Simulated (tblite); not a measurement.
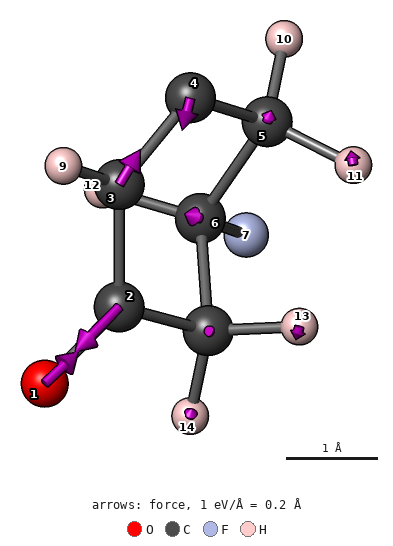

Starting geometry of C$_{6}$H$_{6}$FO (multiplicity 2) with the computed forces as purple arrows. Style: ball-and-stick. Shown from a free direction.

Theory: GFN2-xTB geometry optimisation, gas phase in tblite. 

> What follows when this structure is relaxed?

It isn't relaxed: the largest force vector, on a C atom, is 3.81 eV/Å. The final displacements have little in common with the starting forces (cosine between the two patterns 0.21). Over 35 geometry steps the energy falls by 13.6 kcal/mol. The largest move after the best rigid fit is that of the F atom, 0.54 Å. By element the largest moves are F 0.54 Å, H 0.53 Å, O 0.19 Å, C 0.16 Å. Near-neighbour distances that change, for instance: C–O 1.252 → 1.203 Å, C–C 1.349 → 1.308 Å, C–C 1.488 → 1.458 Å, C–C 1.460 → 1.490 Å. Bond angles that change, for instance: C–C–C 104.4° → 113.1°, C–C–C 103.1° → 111.2°, C–C–C 121.7° → 129.3°. The run took 0.19 s on 1 thread of Arm Neoverse V1, on a shared host.
